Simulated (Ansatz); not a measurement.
Carrier doping in hypothetical P6_422 SiC

Base system: SiC (space group P6_422, No. 181; a = 3.085 Å, c = 7.062 Å; a hypothetical phase, not in the database extracts checked).

Carriers are added at fixed cell with a uniform background; the Fermi–Dirac width is that of 300 K.

Level of theory: PBE (Ansatz, a quantum-chemistry and plane-wave program), no spin-orbit coupling.

Notes on the quantities. Fermi level from band edge: Fermi level relative to the doped band's edge (positive inside the band; to 0.05 eV).

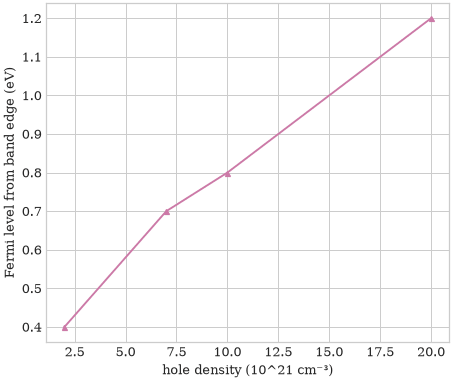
Figure. Fermi level from band edge against hole density

```csv
hole density (10^21 cm⁻³),Fermi level from band edge
2,+0.40 eV
7,+0.70 eV
10,+0.80 eV
20,+1.20 eV
```

Charged cell with a jellium background: band edges are those of the host's band count, energies are not comparable with the neutral cell, and many-body gap narrowing is missing. No phonon test of stability was made. The base started in P3_121 and relaxed to P6_422 at this level.
